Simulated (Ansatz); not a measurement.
**GaH$_{6}$NO: density, localisation and related maps**

The calculation's input:

```
crystal:
  periodic: [false, false, false]
  atoms:
    - { symbol: Ga, position_ang: [-0.037929, -0.178088, -0.21249] }
    - { symbol: H, position_ang: [-0.044231, -0.441574, 1.339379] }
    - { symbol: "N", position_ang: [1.593985, -0.183465, -1.009088] }
    - { symbol: H, position_ang: [2.462336, -0.289129, -0.524463] }
    - { symbol: H, position_ang: [1.748827, -0.015589, -1.98202] }
    - { symbol: H, position_ang: [-1.333091, -0.02797, -1.07699] }
    - { symbol: O, position_ang: [-0.016813, 2.221793, 1.561712] }
    - { symbol: H, position_ang: [0.844829, 2.575984, 1.730628] }
    - { symbol: H, position_ang: [-0.012112, 1.328639, 1.944631] }
basis:
  gaussian: { orbitals: def2-SVP }
hamiltonian:
  xc: hf
relax:
  f_tol: 0.03
  max_steps: 50
output:
  orbitals: {}
```

Run with:

```sh
ansatz run input.yaml --threads 1 --pin off --max-ram 2048MiB --backend cpu --events-out ev --progress --plain --runs-dir out
```

The fields are those of the run's last geometry, not of the input's.

All numbers below come from RHF/def2-SVP (Ansatz 0.2.0).

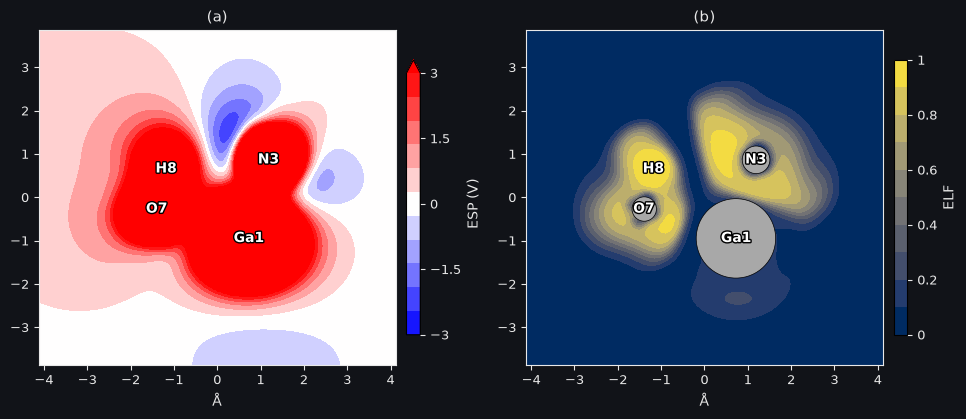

Figure 1. (a) electrostatic potential; (b) ELF on the plane of atoms N3, Ga1 and O7. Grey discs cover the atomic cores in the ELF map.

### Read the bonding off the picture.

Atoms in the plane: Ga, N, O and H.
Ga–N (1.87 Å): the ELF peaks at about 0.90 in the valence shell of N, 0.6 Å from its nucleus, and is about 0.40 at the midpoint.
Ga–O (2.22 Å): the ELF peaks at about 0.90 in the valence shell of O, 0.6 Å from its nucleus, and is about 0.10 at the midpoint.
O–H (0.95 Å): the ELF climbs to about 1 towards the hydrogen, as it does in any bond to H; a covalent bond by its length.
The ELF also peaks beside N3, away from the bonds: lone-pair regions.
Outside the dense part of the molecule the potential is most negative (−2.2 V) near N3.

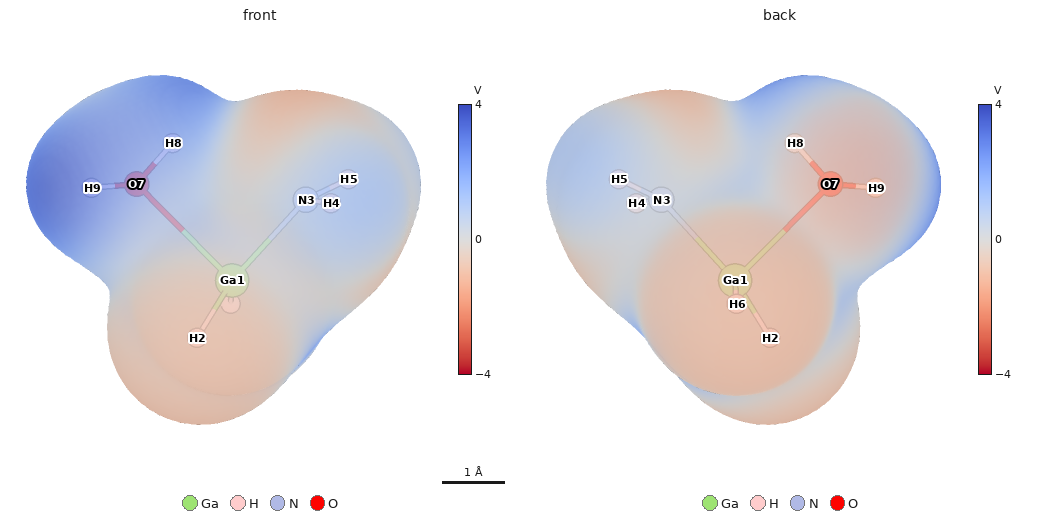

Figure 2. The molecular electrostatic potential painted on the density surface at 0.002 e/bohr³, seen from the front and from behind; red is negative and blue positive.

### Which sites attract a positive test charge, and which a negative one?

A positive charge is drawn to the negative regions and a negative charge to the positive ones. The most negative region (about −1.1 V) lies over N3 and O7, the most positive (about +3.3 V) over H9.

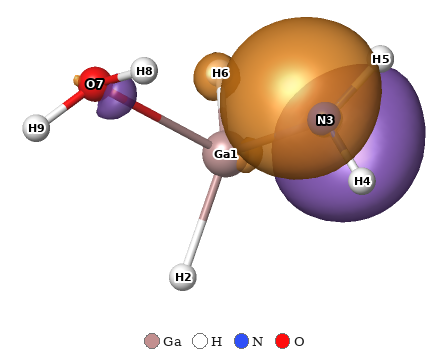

Figure 3. The HOMO at ±0.15 Å⁻³ᐟ² (orange and purple are the two phases), seen from one side.

### What is the character of this orbital?

By Hirshfeld shares it lies mainly on N3 (about 70 %) and Ga1 (about 10 %); largely a lone pair of N3. Its energy is −10.21 eV.

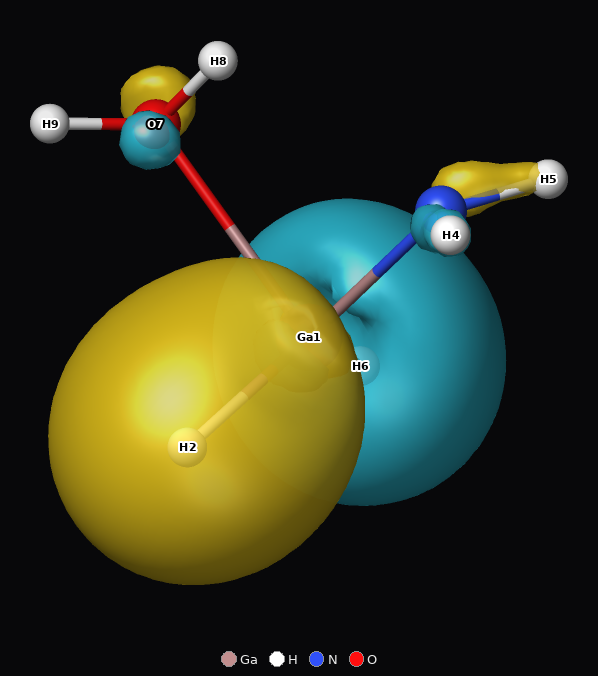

Figure 4. The HOMO−1 at ±0.1 Å⁻³ᐟ² (yellow and cyan are the two phases), seen at a tilt.

### What is the character of this orbital?

It lies mainly on Ga1 (about 35 %), H2 (about 30 %) and H6 (about 30 %). Its energy is −10.83 eV.
